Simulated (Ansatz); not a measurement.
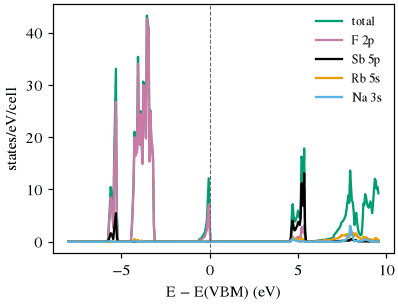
*Total and projected density of states of Rb2NaSbF6 in space group Fm-3m (No. 225; Rb on 8c, Na on 4b, Sb on 4a, F on 24e), the program Ansatz at the r²SCAN level (PAW)*

Q: Which orbitals carry the states next to the gap?

A: Top 1 eV of the valence band: F 2p 58 %, Sb 5s 36 %. Bottom 1 eV of the conduction band: Sb 5p 66 %, F 2p 16 %, Rb 5s 5 %, F 2s 5 %. Projections are on Löwdin-orthogonalised atomic valence shells; empty p or d shells of many metals are not among them.

Q: Where is the tallest occupied peak in this window, and what makes it?

A: Near -3.5 eV, about 43 states/eV per cell; the largest projected share is F 2p.

The first step of the workflow began from a Materials Project structure, measured or hypothetical; the Crystallography Open Database copy checked does not list it. Whether it is the stable phase at ambient conditions was not checked. The cell was relaxed with r²SCAN under the symmetry of its start; its stability against distortions is not shown here. Scalar-relativistic: spin–orbit coupling is off unless named, which matters more the heavier the elements.

Potentials: the later of the program's two PAW sets.
